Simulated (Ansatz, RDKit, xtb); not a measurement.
# C2H10Ge2S: ranking a sample of isomers

A sample of isomers of C2H10Ge2S is drawn. Aim: find which of them has the lowest free energy at 298.15 K, then its properties. The sample is small against all isomers, and the most stable one of this formula need not be in it.

Plan: many cheap relaxations first (GFN2-xTB), then density-functional screening, relaxation at r2SCAN-D4/def2-SVP, vibrations (at GFN2-xTB) and a final energy. The numbers are computed, not measured.

**1. Candidates**

Isomers were taken from a list of plausible structures; this is a sample, not all of them. That gives 4 candidates.

| label | SMILES | spin |
| --- | --- | --- |
| c109 | [CH3][GeH2][CH2][S][GeH3] | singlet |
| c193 | SC[CH2][GeH2][GeH3] | singlet |
| c275 | C[S][GeH2][GeH2][CH3] | singlet |
| c381 | C[CH2][GeH2][S][GeH3] | singlet |

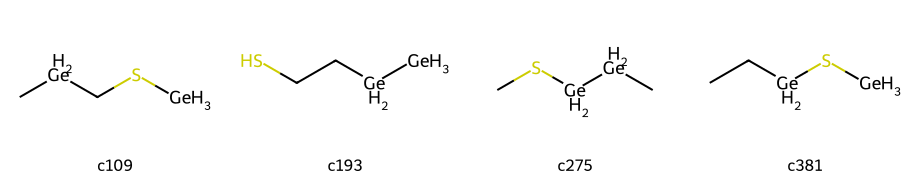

Structural formulas of the candidates.

Candidates are built by distance geometry, with a force field where one applies, in up to four conformers (letters a to d).

**Question.** With final energies at CCSD(T)/def2-SVP + MP2/def2-TZVPP - MP2/def2-SVP, which structure will this search put lowest in free energy, and by what margin?

| quantity | value |
| --- | --- |
| lowest structure found | C[CH2][GeH2][S][GeH3], singlet |
| next finalist | C[S][GeH2][GeH2][CH3], singlet, 6.6 kcal/mol higher in G |
| share at equilibrium, among the finalists | 100.0 % |

The search ends on `C[CH2][GeH2][S][GeH3]`. The margin of 6.6 kcal/mol over the next finalist is beyond the usual error of the last level; it says nothing of structures that weren't ranked. GFN2-xTB, HF/STO-3G, r2SCAN-D4/def2-SVP, r2SCAN-D4/def2-SVP, relaxed, HF/def2-SVP and MP2/def2-SVP already put its bonding pattern lowest among the structures in one piece. 5 minima inside the window were never screened. Lowest found is not proven lowest: the search is finite, and each finalist counts with one conformer. Only 4 drawn patterns were tried, so whole families of isomers are missing, and the result ranks this sample alone.
